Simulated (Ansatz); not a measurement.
## Li2AgO2, from a guessed structure to a relaxed one

Starting from a made-up structure for Li2AgO2, the aim is the relaxed cell, its shortest contacts and, where a second run follows, its electronic structure.

Program: Ansatz 0.2.0. Level of theory: DFT, PBEsol, plane-wave PAW, files of the set soft_1, scalar-relativistic, no spin, cell and ions relaxed at zero pressure; PAW set soft_1, in the first sound run; inputs show where later runs differ. Results are calculated unless marked as measured.

## 1. Set-up

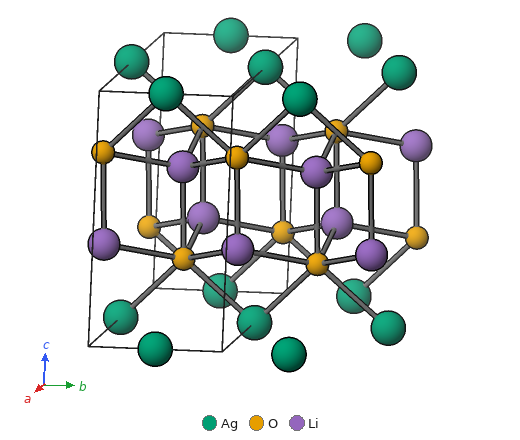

The starting structure, seen slightly off an axis (silver teal, oxygen orange, lithium purple). 1×2×1 cells are drawn. This picture shows the conventional cell, with its axes. Bonds to atoms that aren't drawn are left out. Some periodic images of atoms are drawn too.

## 2. Relaxing cell and atoms

The guessed cell has no reason to be at equilibrium. It is relaxed with the atoms, within the space group of the guess.

input.yaml

```yaml
crystal:
  lattice:
    - [3.4355, -1.501, 0.0]
    - [3.4355, 1.501, 0.0]
    - [-1.1581763, 0.0, 5.491190368]
  atoms:
    - { symbol: Ag, position: [0.5, 0.5, 0.0] }
    - { symbol: O, position: [0.8938, 0.8938, 0.736] }
    - { symbol: O, position: [0.1062, 0.1062, 0.264] }
    - { symbol: Li, position: [0.8186, 0.8186, 0.359] }
    - { symbol: Li, position: [0.1814, 0.1814, 0.641] }
kpoints:
  mp_grid: { grid: [10, 10, 5] }
scf:
  occupations: { method: fermi_dirac, width: 0.05 }
hamiltonian:
  xc: pbesol
  pseudopotentials: { kind: paw, azcp: { folder: soft_1 }, xc_functional: pbe }
relax:
  f_tol: 0.015
  max_steps: 70
  cell: {}
output:
  forces: true
  stress: true
```

Command:

```
$ ansatz run input.yaml --threads 4 --pin off --max-ram 8192MiB --backend cpu --events-out ev --progress --plain --runs-dir out
```

Numbers of over 12 decimals in the logs are rounded to 6 here.

Log:

```text
Engine: ansatz 0.2.0, aarch64-unknown-linux-gnu
Pseudopotentials: kind: paw
Pseudopotential: Ag, paw, valence charge 19, recommended cutoff 420 eV (normal), soft_1/Ag.paw.azcp
Pseudopotential: O, paw, valence charge 6, recommended cutoff 420 eV (normal), soft_1/O.paw.azcp
Pseudopotential: Li, paw, valence charge 3, recommended cutoff 420 eV (normal), soft_1/Li.paw.azcp
Functional definition: PBEsol
  exchange = pbesol_x
  correlation = pbesol_c
Crystal: 5 atoms, lattice volume = 56.633 Å³
Basis set: ecut = 420 eV, 1099 PW (Γ), exchange–correlation on 54×54×80 points (8 copies of the dense FFT grid, shifted against one another)
Bands: 24, of which v1, the nominal top of the filled ones, is band 19 counted from 1 (18 counted from 0)
Symmetry: 4 space group operations
Space group: C2/m (ITA 12), of the structure as read, at distance tolerance 3.8e-5 Å
k-points: 141 of 500
Non-local potential: Ag, projectors of the file, l = 0: 3, l = 1: 2, l = 2: 2, l = 3: 1
Non-local potential: O, projectors of the file, l = 0: 2, l = 1: 2, l = 2: 1
Non-local potential: Li, projectors of the file, l = 0: 3, l = 1: 2, l = 2: 1
PAW form: soft (Blöchl's): semilocal exchange-correlation on the pseudo side does not see the compensation charge
PAW frozen core: Ag, regenerated for the run's functional, and the local potential with it (the file was generated under x = pbe(κ = 0.804, μ = 0.219515), c = pbe(β = 0.066725))
PAW frozen core: O, regenerated for the run's functional, and the local potential with it (the file was generated under x = pbe(κ = 0.804, μ = 0.219515), c = pbe(β = 0.066725))
PAW one-centre angular grid: Ag, 590 points (default); XC on 64 Gauss nodes
PAW one-centre angular grid: O, 110 points (default); XC on 64 Gauss nodes
PAW one-centre angular grid: Li, 110 points (default); XC on 64 Gauss nodes
Initial density: superposition of atomic densities (chi_scale 0.1, normalization cell, long waves kept (reshape's long-wave potential 0.21 eV rms))
Initial wavefunctions: pseudopotential atomic-orbital guess
Functional: x = pbesol(κ = 0.804, μ = 0.123457), c = pbesol(β = 0.046)
SCF iter   1: F=—  HF=-9050.839501 eV  |F-HF|=—  |Δ(HF+E_count)|=         —  Δρ=8.10e-2  dr2=2.49e0  ethr=3.10e-3  ⟨swp⟩=5.6  Hψ=13506  notcnv=0
preconditioner: auto → Kerker (q_TF=auto, 2.541 Å⁻¹)  [metal: Δε(μ)=0.013 eV  Ē_g=12.168 eV  σ=0.050 eV  W_gap=0.06  n_scr=18 (ndim 8)  ℏωp=24.7 eV  f_vac=0.000  D(μ)=2.61/eV (n_scr^D=24)]
SCF iter   2: F=—  HF=-9050.379537 eV  |F-HF|=—  |Δ(HF+E_count)|=   4.60e-1  Δρ=3.00e-2  dr2=3.48e-1  ethr=3.10e-3  ⟨swp⟩=2.1  Hψ=6412  notcnv=0  defer=140
SCF iter   3: F=—  HF=-9050.382048 eV  |F-HF|=—  |Δ(HF+E_count)|=   2.51e-3  Δρ=9.30e-3  dr2=6.64e-2  ethr=9.39e-4  ⟨swp⟩=2.4  Hψ=5833  notcnv=0  defer=140
SCF iter   4: F=—  HF=-9050.381755 eV  |F-HF|=—  |Δ(HF+E_count)|=   2.93e-4  Δρ=2.73e-3  dr2=7.78e-3  ethr=1.79e-4  ⟨swp⟩=2.4  Hψ=5136  notcnv=0  defer=140
SCF iter   5: F=—  HF=-9050.382462 eV  |F-HF|=—  |Δ(HF+E_count)|=   7.07e-4  Δρ=1.01e-3  dr2=8.18e-4  ethr=2.10e-5  ⟨swp⟩=2.7  Hψ=5313  notcnv=0  defer=140
SCF iter   6: F=—  HF=-9050.382659 eV  |F-HF|=—  |Δ(HF+E_count)|=   1.97e-4  Δρ=2.34e-4  dr2=3.99e-5  ethr=2.21e-6  ⟨swp⟩=2.5  Hψ=5498  notcnv=0  defer=140
SCF iter   7: F=—  HF=-9050.382724 eV  |F-HF|=—  |Δ(HF+E_count)|=   6.50e-5  Δρ=7.02e-5  dr2=4.00e-6  ethr=1.08e-7  ⟨swp⟩=2.3  Hψ=5080  notcnv=0  defer=140
SCF iter   8: F=—  HF=-9050.382725 eV  |F-HF|=—  |Δ(HF+E_count)|=   1.26e-6  Δρ=1.89e-5  dr2=3.39e-7  ethr=1.08e-8  ⟨swp⟩=2.2  Hψ=4774  notcnv=0  defer=140
SCF iter   9: F=-9050.382725 eV  HF=-9050.382725 eV  |F-HF|=3.75e-9  |Δ(HF+E_count)|=   1.05e-7  Δρ=5.65e-6  dr2=4.63e-8  ethr=2.70e-10  ⟨swp⟩=4.0  Hψ=10220  notcnv=0
SCF 1 converged in 9 iterations: F = -9050.382725 eV  dr2 = 4.63e-8
  greatest PAW one-centre occupation: 1.001 electrons in one spin orbital (limit 2), on the Ag atom at site 0 (counted from 0), in its partial waves of l = 0
relax step   1: F+E_penalty+E_count = -9050.38272546 eV  Δ(F+E_penalty+E_count) = +0.000e0 eV  max|allowed force component| = 8.144e-1 eV/Å  Δτ_max = 0.0000 Å  P = -2.621 GPa  Ω = 56.633 Å³  (9 SCF iters, dr2 threshold 1.00e-7 eV, accepted)
Crystal: 5 atoms, lattice volume = 54.717 Å³
Basis set: ecut = 420 eV, 1051 PW (Γ), exchange–correlation on 54×54×80 points (8 copies of the dense FFT grid, shifted against one another)
Initial density: handed on by an earlier stage of this run
Initial wavefunctions: those handed on with the density
iter 1 solved again at ethr=4.61e-5 eV; its pass at ethr=3.10e-3 eV (dr2=1.71e-2 eV) is discarded
SCF iter   1: F=—  HF=-9050.524731 eV  |F-HF|=—  |Δ(HF+E_count)|=         —  Δρ=7.98e-3  dr2=1.70e-2  ethr=4.61e-5  ⟨swp⟩=1.0  Hψ=17601  notcnv=0
preconditioner: auto → LDOS  [metal: Δε(μ)=0.002 eV  Ē_g=12.407 eV  σ=0.050 eV  W_gap=0.01  n_scr=18 (ndim 8)  ℏωp=25.1 eV  f_vac=0.031  D(μ)=3.43/eV (n_scr^D=30)  β→1.0]
SCF iter   2: F=—  HF=-9050.525997 eV  |F-HF|=—  |Δ(HF+E_count)|=   1.27e-3  Δρ=2.82e-3  dr2=3.12e-3  ethr=4.60e-5  ⟨swp⟩=2.1  Hψ=5878  notcnv=0
SCF iter   3: F=—  HF=-9050.525016 eV  |F-HF|=—  |Δ(HF+E_count)|=   9.81e-4  Δρ=1.29e-3  dr2=9.15e-4  ethr=8.45e-6  ⟨swp⟩=2.0  Hψ=5083  notcnv=0
SCF iter   4: F=—  HF=-9050.524917 eV  |F-HF|=—  |Δ(HF+E_count)|=   9.84e-5  Δρ=8.99e-4  dr2=4.46e-4  ethr=2.47e-6  ⟨swp⟩=2.0  Hψ=4970  notcnv=0
SCF iter   5: F=—  HF=-9050.524892 eV  |F-HF|=—  |Δ(HF+E_count)|=   2.55e-5  Δρ=5.74e-4  dr2=2.19e-4  ethr=1.21e-6  ⟨swp⟩=1.0  Hψ=3384  notcnv=0
SCF iter   6: F=—  HF=-9050.524847 eV  |F-HF|=—  |Δ(HF+E_count)|=   4.43e-5  Δρ=1.83e-4  dr2=2.30e-5  ethr=5.91e-7  ⟨swp⟩=1.2  Hψ=3471  notcnv=0
SCF iter   7: F=—  HF=-9050.524844 eV  |F-HF|=—  |Δ(HF+E_count)|=   3.58e-6  Δρ=4.94e-5  dr2=1.07e-6  ethr=6.23e-8  ⟨swp⟩=2.5  Hψ=4596  notcnv=0
SCF iter   8: F=-9050.524844 eV  HF=-9050.524844 eV  |F-HF|=4.08e-8  |Δ(HF+E_count)|=   8.33e-8  Δρ=1.25e-5  dr2=6.22e-8  ethr=1.35e-9  ⟨swp⟩=4.0  Hψ=10295  notcnv=0
SCF 2 converged in 8 iterations: F = -9050.524844 eV  dr2 = 6.22e-8
relax step   2: F+E_penalty+E_count = -9050.52484356 eV  Δ(F+E_penalty+E_count) = -1.421e-1 eV  max|allowed force component| = 4.447e-1 eV/Å  Δτ_max = 0.0636 Å  P = -1.924 GPa  Ω = 54.717 Å³  energy of the carried Pulay correction = +3.850e-3 eV  (8 SCF iters, dr2 threshold 5.00e-7 eV, accepted)
Crystal: 5 atoms, lattice volume = 51.318 Å³
Basis set: ecut = 420 eV, 991 PW (Γ), exchange–correlation on 54×54×80 points (8 copies of the dense FFT grid, shifted against one another)
iter 1 solved again at ethr=4.75e-5 eV; its pass at ethr=3.10e-3 eV (dr2=1.76e-2 eV) is discarded
SCF iter   1: F=—  HF=-9050.600848 eV  |F-HF|=—  |Δ(HF+E_count)|=         —  Δρ=6.97e-3  dr2=1.78e-2  ethr=4.75e-5  ⟨swp⟩=1.0  Hψ=17798  notcnv=0
preconditioner: auto → LDOS  [metal: Δε(μ)=0.005 eV  Ē_g=12.801 eV  σ=0.050 eV  W_gap=0.03  n_scr=18 (ndim 8)  ℏωp=25.9 eV  f_vac=0.020  D(μ)=3.49/eV (n_scr^D=36)  β→1.0]
SCF iter   2: F=—  HF=-9050.598952 eV  |F-HF|=—  |Δ(HF+E_count)|=   1.90e-3  Δρ=2.95e-3  dr2=3.71e-3  ethr=4.75e-5  ⟨swp⟩=2.0  Hψ=5638  notcnv=0
SCF iter   3: F=—  HF=-9050.598308 eV  |F-HF|=—  |Δ(HF+E_count)|=   6.44e-4  Δρ=1.36e-3  dr2=1.52e-3  ethr=1.00e-5  ⟨swp⟩=2.1  Hψ=5595  notcnv=0
SCF iter   4: F=—  HF=-9050.598066 eV  |F-HF|=—  |Δ(HF+E_count)|=   2.42e-4  Δρ=9.64e-4  dr2=6.53e-4  ethr=4.11e-6  ⟨swp⟩=2.7  Hψ=5681  notcnv=0
SCF iter   5: F=—  HF=-9050.597986 eV  |F-HF|=—  |Δ(HF+E_count)|=   7.98e-5  Δρ=6.92e-4  dr2=3.05e-4  ethr=1.77e-6  ⟨swp⟩=1.0  Hψ=3384  notcnv=0
SCF iter   6: F=—  HF=-9050.597912 eV  |F-HF|=—  |Δ(HF+E_count)|=   7.37e-5  Δρ=3.41e-4  dr2=5.79e-5  ethr=8.24e-7  ⟨swp⟩=1.0  Hψ=3384  notcnv=0
SCF iter   7: F=—  HF=-9050.597902 eV  |F-HF|=—  |Δ(HF+E_count)|=   9.75e-6  Δρ=8.41e-5  dr2=2.60e-6  ethr=1.56e-7  ⟨swp⟩=2.3  Hψ=4346  notcnv=0
SCF iter   8: F=-9050.597902 eV  HF=-9050.597902 eV  |F-HF|=1.79e-8  |Δ(HF+E_count)|=   3.19e-7  Δρ=9.73e-6  dr2=3.81e-8  ethr=1.35e-9  ⟨swp⟩=2.8  Hψ=11891  notcnv=0
SCF 3 converged in 8 iterations: F = -9050.597902 eV  dr2 = 3.81e-8
relax step   3: F+E_penalty+E_count = -9050.59790193 eV  Δ(F+E_penalty+E_count) = -7.306e-2 eV  max|allowed force component| = 8.739e-2 eV/Å  Δτ_max = 0.0491 Å  P = +1.126 GPa  Ω = 51.318 Å³  energy of the carried Pulay correction = +1.102e-2 eV  (8 SCF iters, dr2 threshold 5.00e-7 eV, accepted)
[...]
relax step   4: F+E_penalty+E_count = -9050.60402247 eV  Δ(F+E_penalty+E_count) = -6.121e-3 eV  max|allowed force component| = 1.587e-2 eV/Å  Δτ_max = 0.0137 Å  P = +0.098 GPa  Ω = 51.802 Å³  energy of the carried Pulay correction = +9.969e-3 eV  (6 SCF iters, dr2 threshold 5.00e-7 eV, accepted)
[...]
relax step   5: F+E_penalty+E_count = -9050.60532767 eV  Δ(F+E_penalty+E_count) = -1.305e-3 eV  max|allowed force component| = 1.328e-2 eV/Å  Δτ_max = 0.0155 Å  P = +0.121 GPa  Ω = 51.826 Å³  energy of the carried Pulay correction = +9.919e-3 eV  (6 SCF iters, dr2 threshold 5.00e-7 eV, accepted)
[...]
relax step   6: F+E_penalty+E_count = -9050.60576818 eV  Δ(F+E_penalty+E_count) = -4.405e-4 eV  max|allowed force component| = 7.787e-3 eV/Å  Δτ_max = 0.0046 Å  P = -0.017 GPa  Ω = 51.807 Å³  energy of the carried Pulay correction = +9.959e-3 eV  (4 SCF iters, dr2 threshold 4.48e-7 eV, accepted)
[...]
relax step   7: F+E_penalty+E_count = -9050.60099132 eV  Δ(F+E_penalty+E_count) = +4.777e-3 eV  max|allowed force component| = 7.659e-3 eV/Å  Δτ_max = 0.0000 Å  P = -0.192 GPa  Ω = 51.807 Å³  stress off target by 2.60e-1 GPa  SCF on the basis re-selected at this cell (its energy is not comparable with the rows above)  (9 SCF iters)
[...]
relax step   8: F+E_penalty+E_count = -9050.60143669 eV  Δ(F+E_penalty+E_count) = -4.454e-4 eV  max|allowed force component| = 5.548e-3 eV/Å  Δτ_max = 0.0016 Å  P = +0.031 GPa  Ω = 51.657 Å³  energy of the carried Pulay correction = +3.229e-4 eV  (6 SCF iters, dr2 threshold 1.70e-7 eV, accepted)
iter 1 solved again at ethr=5.85e-8 eV; its pass at ethr=3.10e-3 eV (dr2=2.16e-5 eV) is discarded
SCF iter   1: F=—  HF=-9050.601123 eV  |F-HF|=—  |Δ(HF+E_count)|=         —  Δρ=2.06e-5  dr2=4.98e-8  ethr=5.85e-8  ⟨swp⟩=3.0  Hψ=22427  notcnv=0
preconditioner: auto → LDOS  [metal: Δε(μ)=0.004 eV  Ē_g=12.802 eV  σ=0.050 eV  W_gap=0.02  n_scr=18 (ndim 8)  ℏωp=25.8 eV  f_vac=0.025  D(μ)=3.49/eV (n_scr^D=36)  β→1.0]
SCF iter   2: F=—  HF=-9050.601141 eV  |F-HF|=—  |Δ(HF+E_count)|=   1.81e-5  Δρ=9.56e-6  dr2=3.50e-8  ethr=1.35e-10  ⟨swp⟩=2.0  Hψ=5479  notcnv=0
SCF iter   3: F=—  HF=-9050.601141 eV  |F-HF|=—  |Δ(HF+E_count)|=   2.00e-9  Δρ=5.39e-6  dr2=1.43e-8  ethr=9.46e-11  ⟨swp⟩=1.0  Hψ=3384  notcnv=0
SCF iter   4: F=—  HF=-9050.601141 eV  |F-HF|=—  |Δ(HF+E_count)|=   1.22e-9  Δρ=3.13e-6  dr2=6.46e-9  ethr=3.86e-11  ⟨swp⟩=1.0  Hψ=3384  notcnv=0
SCF iter   5: F=—  HF=-9050.601141 eV  |F-HF|=—  |Δ(HF+E_count)|=  8.19e-10  Δρ=1.94e-6  dr2=1.78e-9  ethr=1.74e-11  ⟨swp⟩=2.3  Hψ=4298  notcnv=0
SCF iter   6: F=—  HF=-9050.601141 eV  |F-HF|=—  |Δ(HF+E_count)|=  3.24e-10  Δρ=6.83e-7  dr2=4.00e-10  ethr=4.82e-12  ⟨swp⟩=2.0  Hψ=4864  notcnv=0
SCF iter   7: F=-9050.601141 eV  HF=-9050.601141 eV  |F-HF|=2.36e-11  |Δ(HF+E_count)|=  9.09e-11  Δρ=3.02e-7  dr2=4.09e-11  ethr=1.00e-12  ⟨swp⟩=2.5  Hψ=12493  notcnv=0
SCF 9 converged in 7 iterations: F = -9050.601141 eV  dr2 = 4.09e-11
relax step   9: F+E_penalty+E_count = -9050.60114105 eV  Δ(F+E_penalty+E_count) = +2.956e-4 eV  max|allowed force component| = 5.618e-3 eV/Å  Δτ_max = 0.0000 Å  P = +0.024 GPa  Ω = 51.657 Å³  stress off target by 3.60e-2 GPa  SCF on the basis re-selected at this cell (its energy is not comparable with the rows above)  (7 SCF iters)
basis re-selected at this cell: Δ(F+E_penalty+E_count) = +2.956e-4 eV, ΔP = -0.007 GPa vs the last step (what re-selecting the basis moved, of the pressure what is left beyond the Pulay correction that the steps carried, after the strain that the cell walked since its last selection, with what the two solves' SCF thresholds leave and, on support functions, any second-order correction that the steps lacked; it is no m [...]
SCF converged after 7 iterations
Free energy (F): -9050.601141 eV
Harris-Foulkes:  -9050.601141 eV  (|F-HF|=2.36e-11)
Internal energy: -9050.573609 eV  (E = F + TS)
E sigma→0 (E₀):  -9050.587375 eV
Entropy (-TS):   -0.027532 eV (-5.506 meV/atom)
Fermi energy:    8.204972 eV
--- Per-component energies (eV) ---
  E_band       = -526.669859
  E_kinetic    = 835.545051
  E_local      = -3948.881389  (includes V_loc(G=0)·N_el)
  E_nonlocal   = 102.194072
  E_hartree    = 1753.023627
  E_xc         = -317.226988
  E_vxc        = -405.413937  (∫ρ·V_xc dr)
  E_paw        = -4245.130597  (= ΣΔE_a)
  E_vpaw       = -616.163792  (= ΣTr[D̂ρ^β])
  E_aug_tail   = 0.002419  (compensation charges beyond the density's cutoff)
  E_ewald      = -3230.493120
  E_core_change = 0.393316  (= ΣΔE_core)
  E_smearing   = -0.027532  (= −TS)
  E_closure    = -0.000000  (closes the sum)
  Σ components = -9050.601141   (vs F -9050.601141, Δ=0.00e0)
--- Forces (eV/Å), atoms counted from 1 ---
  atom   1  Ag     0.00000000     0.00000000     0.00000000
  atom   2  O     -0.00054302     0.00000000    -0.00561790
  atom   3  O      0.00054302    -0.00000000     0.00561790
  atom   4  Li    -0.00075680    -0.00000000    -0.00036376
  atom   5  Li     0.00075680     0.00000000     0.00036376
  max |Σ_I F_I| component: 1.08e-19 eV/Å
--- Stress (GPa, compression-positive) ---
        0.007454       0.000000       0.009132
        0.000000       0.035966      -0.000000
        0.009126      -0.000000       0.028975
  P = ⅓ Tr σ = 0.0241 GPa (0.241 kbar)
--- Relaxed structure (7 steps of the walk, 7 accepted, 2 SCFs on fresh bases) ---
  F+E_penalty+E_count = -9050.60114105 eV   max|allowed force component| = 5.618e-3 eV/Å   (the final SCF, on the basis selected at the relaxed cell)
  cell:  # Å, volume = 51.6566 Å³
    - [3.143912, -1.483044, -0.040570]
    - [3.143912, 1.483044, -0.040570]
    - [-1.124722, 0.0, 5.554024]
  atoms:
    - { symbol: Ag, position: [0.5, 0.5, 0.0] }
    - { symbol: O, position: [0.888452, 0.888452, 0.721267] }
    - { symbol: O, position: [0.111548, 0.111548, 0.278733] }
    - { symbol: Li, position: [0.828465, 0.828465, 0.362450] }
    - { symbol: Li, position: [0.171535, 0.171535, 0.637550] }
```

The job ended after 20 s (4 threads of Arm Neoverse V2, shared host; peak memory 0.47 GiB; 74 s of CPU time).

This run has no spin polarisation although its electron count is odd.

Relaxation path:

| step | energy less that of the first step (eV) | largest force component (eV/Å) | pressure (GPa) | volume (Å³) |
| --- | --- | --- | --- | --- |
| 1 | 0.0000 | 0.8144 | -2.62 | 56.63 |
| 2 | -0.1421 | 0.4447 | -1.92 | 54.72 |
| 3 | -0.2152 | 0.0874 | 1.13 | 51.32 |
| 4 | -0.2213 | 0.0159 | 0.10 | 51.80 |
| 5 | -0.2226 | 0.0133 | 0.12 | 51.83 |
| 6 | -0.2230 | 0.0078 | -0.02 | 51.81 |
| 7* | -0.2183 | 0.0077 | -0.19 | 51.81 |
| 8 | -0.2187 | 0.0055 | 0.03 | 51.66 |
| 9* | -0.2184 | 0.0056 | 0.02 | 51.66 |

Relaxation steps marked * repeat the geometry before them on a plane-wave basis chosen anew for their cell, so energy and pressure can jump there.

Forces are held to the 4 operations that the run works with; a distortion that breaks them can't arise in this run.

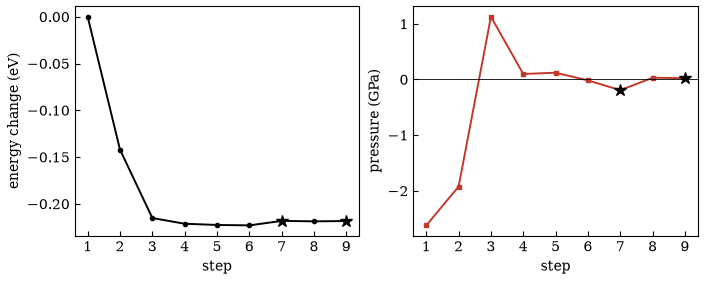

Energy and pressure along the relaxation. Stars mark steps on a basis chosen anew.

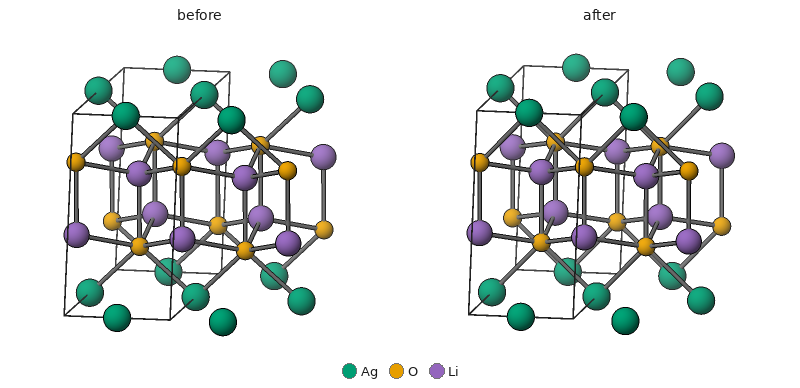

The structure before and after the relaxation, drawn at the same scale. Bonds to atoms that aren't drawn are left out.

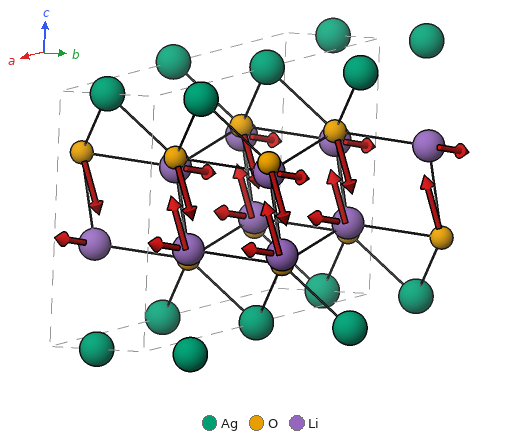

Displacements in the relaxation, exaggerated, measured against the changing cell; the longest in the cell stands for 0.08 Å. Bonds to atoms that aren't drawn are left out. 1×2×1 conventional cells are drawn. Some periodic images of atoms are drawn too.

| cell as run | before | after | change |
| --- | --- | --- | --- |
| a (Å) | 3.749 | 3.476 | -7.3 % |
| b (Å) | 3.749 | 3.476 | -7.3 % |
| c (Å) | 5.612 | 5.667 | +1.0 % |
| α (°) | 100.90 | 101.01 | +0.1 % |
| β (°) | 100.90 | 101.01 | +0.1 % |
| γ (°) | 47.20 | 50.50 | +7.0 % |
| volume (Å³/atom) | 11.33 | 10.33 | -8.8 % |

The atoms that moved most (Å, as changes of fractional coordinates times the final cell):

| atom | dx | dy | dz | length |
| --- | --- | --- | --- | --- |
| O3 | 0.017 | 0.000 | 0.081 | 0.083 |
| O2 | -0.017 | 0.000 | -0.081 | 0.083 |
| Li4 | 0.058 | 0.000 | 0.018 | 0.061 |
| Li5 | -0.058 | 0.000 | -0.018 | 0.061 |

Numbers from this step:

```
free energy             : -9050.6011 eV
energy at zero smearing : -9050.5874 eV
smearing term TS        : 0.02753 eV
Fermi energy            : 8.205 eV
electrons               : 37
symmetry operations     : 4
pressure                : 0.02413 GPa
```

Shortest distances by pair of elements, guess and relaxed (not always the same contact):

| pair | guess (Å) | relaxed (Å) |
| --- | --- | --- |
| Li–O | 2.072 | 1.937 |
| Ag–O | 2.129 | 2.172 |
| Li–Li | 2.502 | 2.380 |
| Ag–Li | 2.652 | 2.587 |
| Ag–Ag | 3.002 | 2.966 |

The relaxation ends with a largest force component of 0.0056 eV/Å and a pressure of 0.02 GPa.

(Part 1 of 2 ends here.)

[Logs are printed without paths, hosts, clocks, repeated set-up lines and the standing remarks that a program may print on its own settings, such as how far it seeks lower states.]

[Hosts, paths, dates, database ids (printed as entryN), source tags and the programs' standing remarks are cut or masked in the printed files.]
